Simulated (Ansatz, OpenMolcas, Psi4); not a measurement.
## A small benchmark: atomisation enthalpy at 298 K

7 molecules of light elements (H to F); the atomisation enthalpy at 298 K in kJ/mol, computed less measured. Shapes, held fixed at every level: PBE0-D4/def2-TZVP. Flexible molecules stand in one conformer, not always the lowest. Thermal terms are harmonic and unscaled (PBE0-D4/def2-TZVP); the spin-orbit lowering of the free atoms is taken from their spectra. Programs: Ansatz 0.2.0, OpenMolcas 26.06, Psi4 1.11. A level may come from different programs for different species; with the same settings they agree closely. Measured values: Active Thermochemical Tables, CRC Handbook of Chemistry and Physics.

Levels: A = HF/STO-3G; B = HF/def2-SVP; C = B3LYP/6-31G* (spherical functions); D = CCSD(T)/CBS estimate.

```csv
molecule,from tabulated heats,A,B,C,D
HF (hydrogen fluoride),570,-283,-201,-59,+4
NH3 (SMILES N),1172,-368,-422,-33,+2
CH4 (SMILES C),1663,-22,-377,+4,-1
C2H4 (ethylene),2253,-233,-548,-10,-5
N2H4 (hydrazine),1721,-683,-726,-33,0
CH5N (methylamine),2300,-388,-685,-15,0
C2H7N (ethanamine),3480,-442,-962,-16,0
```

Q: Sum up the errors.

A: 
```csv
level,kind,mean error,mean absolute error,worst case
HF/STO-3G,Hartree–Fock,-345.6,345.6,N2H4
HF/def2-SVP,Hartree–Fock,-560.1,560.1,C2H7N
B3LYP/6-31G* (spherical functions),global hybrid,-23.1,24.3,HF
CCSD(T)/CBS estimate,coupled cluster or CI,0.0,1.7,C2H4
```

On this set CCSD(T)/CBS estimate has the smallest mean absolute error and HF/def2-SVP the largest. HF/STO-3G is too low in 7 of 7; HF/def2-SVP is too low in 7 of 7; B3LYP/6-31G* (spherical functions) is too low in 6 of 7. For HF/def2-SVP the error grows with the size of the molecule. Hartree–Fock lacks correlation and underbinds. Rows in very small basis sets show the basis more than the method. The CBS estimate extrapolates MP2 from def2-TZVPP and def2-QZVPP and adds CCSD(T) − MP2 in the triple-zeta set, cores frozen. The set is small.

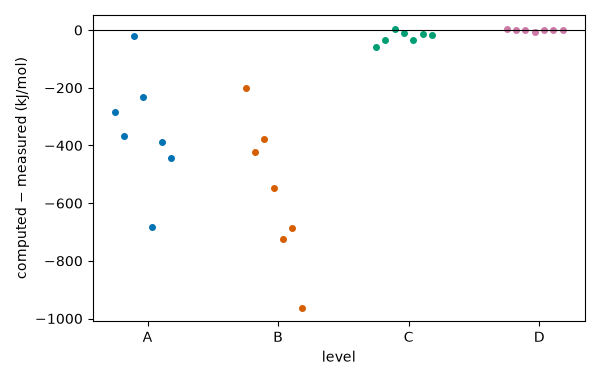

Errors of each level, one point a molecule.
